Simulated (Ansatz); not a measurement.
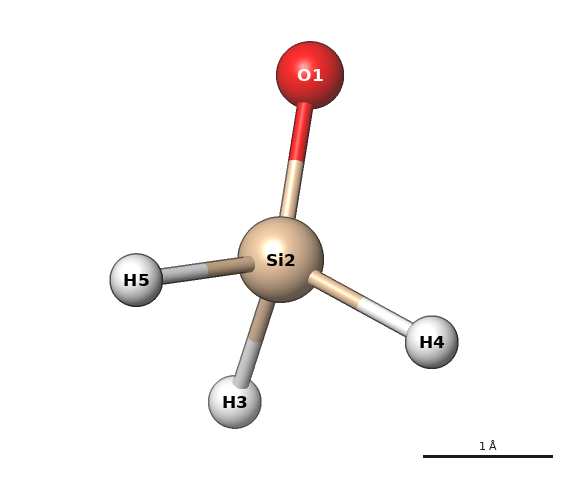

The atoms are numbered. The species has charge −1 and is a spin singlet. The computed structure is the end point of a PBE0-D4/def2-TZVPD optimisation. No frequency run is at hand to confirm it as a minimum.

**Describe the coordination of atom 2.**

Si2 has 4 neighbours (O1 at 1.56, H3 at 1.53, H4 at 1.53, H5 at 1.53 Å); the arrangement is tetrahedral.
